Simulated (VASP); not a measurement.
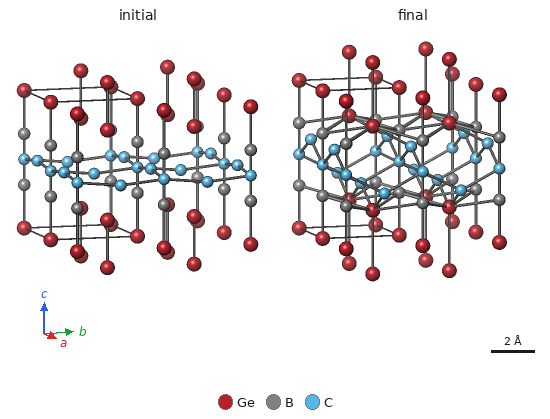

The structure of a crystal of Ge$_{3}$B$_{2}$C$_{3}$ (a generated structure, set up in P-4m2) before (left) and after (right) a relaxation, at one scale.

A ball-and-stick model of the cell of the calculation, repeated 2 × 2 × 1 with one cell outlined, seen slightly off an axis.

The run lets cell and atoms move.

Method: VASP, Kohn-Sham DFT of a periodic cell, PBE, VASP PAW PBE potentials, recommended.

Input
```
PREC     = Normal         # precision mode
ENCUT    = 520            # plane-wave cutoff, eV
EDIFF    = 1E-4           # SCF threshold, eV
ISMEAR   = 0              # smearing method
SIGMA    = 0.15           # smearing width, eV
LREAL    = F              # projectors in reciprocal space
LASPH    = T              # aspherical terms in the spheres
NELM     = 60             # most SCF steps
ALGO     = Fast           # electronic algorithm
ISIF     = 3              # what is computed and relaxed
LWAVE    = F              # write WAVECAR
LCHARG   = F              # write CHGCAR
GGA      = PE             # functional
IBRION   = 2              # ionic algorithm
NSW      = 24             # ionic steps
EDIFFG   = -0.08          # ionic threshold
```

Command:
```bash
cat potpaw_PBE.64/Ge_d/POTCAR potpaw_PBE.64/B/POTCAR potpaw_PBE.64/C/POTCAR > POTCAR
mpirun -np 1 vasp_std > vasp.out
```

### Describe what moved and what it gained.

The relaxation stopped without meeting its thresholds, so the last structure isn't shown to be converged. After 23 geometry steps the energy has fallen by 832 meV per atom. The largest force component goes from 16 to 0.53 eV/Å. The pressure goes from 8.87 to −1.29 GPa. The largest moves relative to the cell, 0.73 Å, are those of C atoms. By element the largest moves are C 0.73 Å, Ge 0.30 Å, B 0.18 Å. The volume changes by −16.2 %, with a = b 4.286 → 3.787 Å (−11.6 %), c 6.564 → 7.043 Å (+7.3 %). Some distances before and after: Ge–Ge 2.269 → 3.036 Å, C–Ge 2.887 → 2.162 Å, B–Ge 3.170 → 2.727 Å, B–C 2.367 → 1.966 Å. New bonds form, among them: C–Ge (2.89 → 2.16 Å). The space group stays P-4m2 (No. 115). At step 1 the optimiser overshot: the energy rose above the start, and later steps came back. The volume changes by over a tenth within one run on a fixed set of plane waves, so the end point should be relaxed again from the new cell.

Limits of the set-up: layers or molecules are held without a dispersion correction, so their spacing is unreliable.
